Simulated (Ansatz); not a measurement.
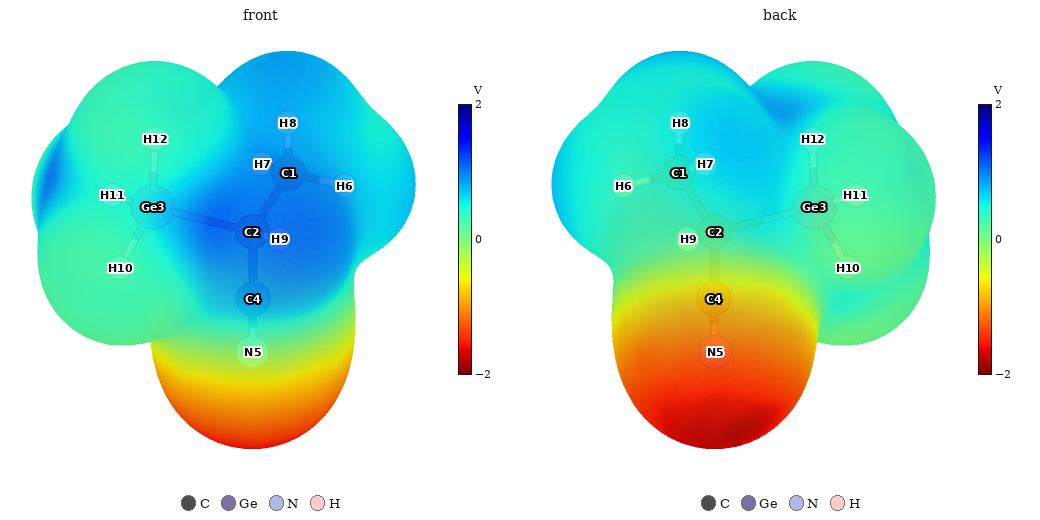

*C$_{3}$H$_{7}$GeN. The molecular electrostatic potential painted on the density surface at 0.001 e/bohr³, seen from the front and from behind; the colour scale runs from red (negative) to blue (positive).*

These are results of RKS PBE0-D4/def2-SVP (Ansatz), not measurements.

Input

```
crystal:
  periodic: [false, false, false]
  atoms:
    - { symbol: C, position_ang: [-1.1941, -0.4239, 0.6753] }
    - { symbol: C, position_ang: [-0.3478, 0.0796, -0.4808] }
    - { symbol: Ge, position_ang: [1.4729, -0.4243, -0.1455] }
    - { symbol: C, position_ang: [-0.3477, 1.5499, -0.6396] }
    - { symbol: "N", position_ang: [-0.4815, 2.6811, -0.777] }
    - { symbol: H, position_ang: [-2.2989, -0.0861, 0.4553] }
    - { symbol: H, position_ang: [-1.16, -1.4815, 0.7696] }
    - { symbol: H, position_ang: [-0.8899, 0.1036, 1.6162] }
    - { symbol: H, position_ang: [0.65215, 1.12309, -0.71851] }
    - { symbol: H, position_ang: [2.4011, 0.0414, -1.2861] }
    - { symbol: H, position_ang: [1.5871, -1.9661, 0.0318] }
    - { symbol: H, position_ang: [2.005, 0.2527, 1.1976] }
basis:
  gaussian: { orbitals: def2-SVP }
hamiltonian:
  xc: pbe0
  dispersion: d4
relax:
  f_tol: 0.02
  max_steps: 50
output:
  orbitals: {}
```

Command:

```sh
ansatz run input.yaml --threads 2 --pin off --max-ram 3072MiB --backend cpu --events-out ev --progress --plain --runs-dir out
```

The fields are those of the relaxed geometry.

**Describe the electrostatic potential map.**

The most negative region (about −1.8 V) lies over N5, the most positive (about +1.1 V) over Ge3 and H9. N5 is the likeliest acceptor of a hydrogen bond.
